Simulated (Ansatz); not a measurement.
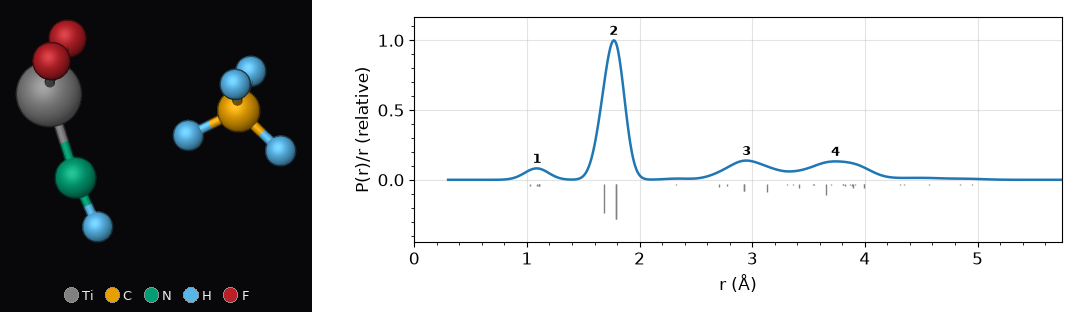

Simulated gas electron diffraction: radial distribution curve of CH5F2NTi. Each pair of atoms contributes with weight ZᵢZⱼ/r (bars below the curve); damping constant 0.002 Å²; vibrational amplitudes assumed, not computed: 0.05 Å for bonds, 0.078 Å for bonds to H, 0.06 + 0.015 r up to 0.15 Å for other pairs. The geometry is the end point of an optimisation (RKS BLYP-D4/def2-SVP (Ansatz 0.2.0)); it may be a saddle point or a higher isomer.

Which pairs of atoms lie under the numbered peaks? Mark bonded pairs by – and others by ···.

Answer. Peak 1, 1.09 Å: N–H 1.03 Å, C–H 1.09–1.11 Å (×4), not resolved
Peak 2, 1.77 Å: Ti–N 1.68 Å, Ti–F 1.79 Å (×2), not resolved
Peak 3, 2.95 Å: Ti···H 2.71–2.78 Å (×2), F···N 2.93 Å (×2), F···F 3.13 Å, not resolved
Peak 4, 3.74 Å: F···H 3.54–3.81 Å (×4), Ti···C 3.66 Å, Ti···H 3.83–3.88 Å (×2), F···C 3.90–3.99 Å (×2), not resolved; in its flanks N···C 3.42 Å
